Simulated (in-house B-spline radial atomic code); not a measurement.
# F⁴⁺: excited configurations

Aim: the energies of several excited configurations of F⁴⁺ above a reference configuration, each from its own self-consistent run.

Method: scalar-relativistic (spin-free one-electron X2C) PBE0, spin-polarised, spherical density, exact exchange averaged over the configuration, Fermi nucleus, basis-set limit. Code: in-house B-spline radial atomic code version 1.

### Step 1. The system

- element: fluorine (Z = 9)
- charge: +4
- electrons: 5
- configuration: [He] 2s2 2p1
- Hamiltonian: scalar-relativistic (X2C)
- nucleus: Fermi, rms radius 2.898 fm

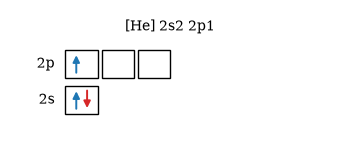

The shells outside the core, filled by Hund's rule for the drawing.

Where spins are not typed, each open shell is filled with up spins first.

### Step 2. The base configuration

Input settings:

```ini
Z = 9
electrons = 5.0
configuration = [He] 2s2 2p1
hamiltonian = x2c
method = pbe0
spin_polarised = True
nucleus = fermi
rms_radius = 2.8976
mass_number = 19
atomic_mass = 18.99840316207
speed_of_light = 137.035999084
exact_exchange = averaged over the configuration
```

Run with:

```sh
> python run_scf.py task.json out
```

One command runs all members of the session, one after another, from task.json.

### Step 3. [He] 2s2 3s1

The settings differ from step 2 so:

```diff
@@ -2,3 +2,3 @@
 electrons = 5.0
-configuration = [He] 2s2 2p1
+configuration = [He] 2s2 3s1
 hamiltonian = x2c
```

### Step 4. Configuration [He] 2s2 3p1

The settings differ from step 3 so:

```diff
@@ -2,3 +2,3 @@
 electrons = 5.0
-configuration = [He] 2s2 3s1
+configuration = [He] 2s2 3p1
 hamiltonian = x2c
```

### Step 5. [He] 2s1 2p1 3p1

The settings differ from step 4 so:

```diff
@@ -2,3 +2,3 @@
 electrons = 5.0
-configuration = [He] 2s2 3p1
+configuration = [He] 2s1 2p1 3p1
 hamiltonian = x2c
```

### Step 6. [He] 2s2 3d1

The settings differ from step 5 so:

```diff
@@ -2,3 +2,3 @@
 electrons = 5.0
-configuration = [He] 2s1 2p1 3p1
+configuration = [He] 2s2 3d1
 hamiltonian = x2c
```

### Step 7. Configuration [He] 2s1 2p2

The settings differ from step 6 so:

```diff
@@ -2,3 +2,3 @@
 electrons = 5.0
-configuration = [He] 2s2 3d1
+configuration = [He] 2s1 2p2
 hamiltonian = x2c
```

### Step 8. Run with [He] 2s1 2p1 3d1

The settings differ from step 7 so:

```diff
@@ -2,3 +2,3 @@
 electrons = 5.0
-configuration = [He] 2s1 2p2
+configuration = [He] 2s1 2p1 3d1
 hamiltonian = x2c
```

How far above the reference does each configuration lie (order and size, in eV)?

**Answer**, as computed:

| net move | configuration | 2|M_S|+1 | energy above the reference (eV) | largest <r> (bohr) |
| --- | --- | --- | --- | --- |
| 2s → 2p | [He] 2s1 2p2 | 4 | 9.669 | 0.833 |
| 2p → 3s | [He] 2s2 3s1 | 2 | 65.233 | 2.10 |
| 2p → 3p | [He] 2s2 3p1 | 2 | 69.940 | 2.13 |
| 2p → 3d | [He] 2s2 3d1 | 2 | 74.468 | 1.94 |
| 2s → 3p | [He] 2s1 2p1 3p1 | 4 | 80.960 | 1.56 |
| 2s → 3d | [He] 2s1 2p1 3d1 | 4 | 84.819 | 1.91 |

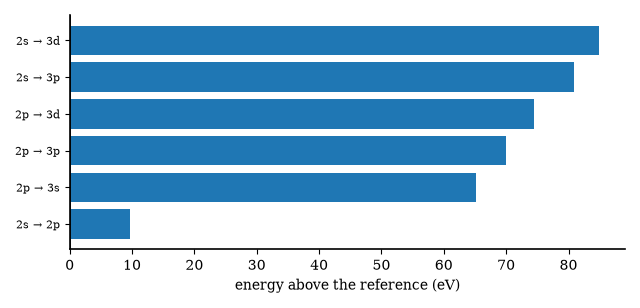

The configurations in order of energy, labelled by the net move of electrons.

What this shows: The energies run from 9.669 eV (2s → 2p) to 84.819 eV (2s → 3d). Two partly filled shells share a symmetry and can mix in the average, which may lower the energy, for: 2s → 3p. The reference has 2|M_S|+1 = 2; 3 of the configurations differ from it in spin. These are spherical averages at the typed spins, not spectroscopic levels.

Members of this set that are not shown: 1 did not converge.
